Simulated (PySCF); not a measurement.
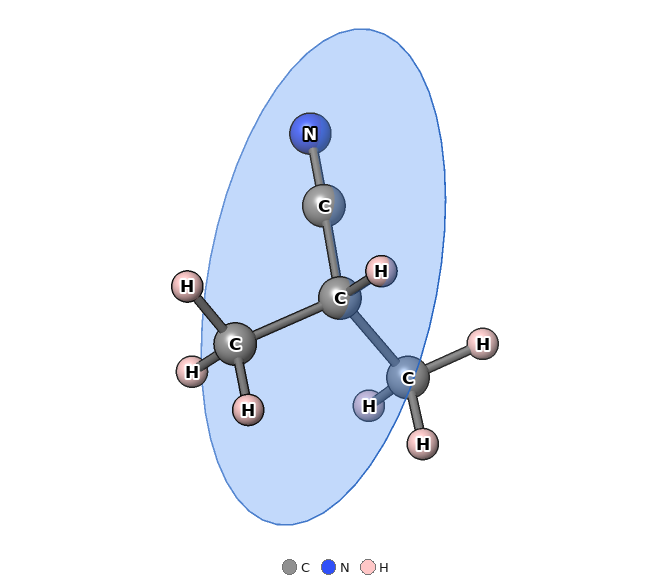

All proper rotation axes (lines) and mirror planes (discs) of the structure are drawn in. Distant atoms are faded towards the background colour. The computed structure is the end point of a PBE0-D3(BJ)/def2-TZVP optimisation. No frequency run is at hand to confirm it as a minimum.

### Name the symmetry elements and the point group.

It has 1 mirror plane. Point group Cs. The group has 2 operations. The geometry is achiral, and symmetry allows a dipole moment.
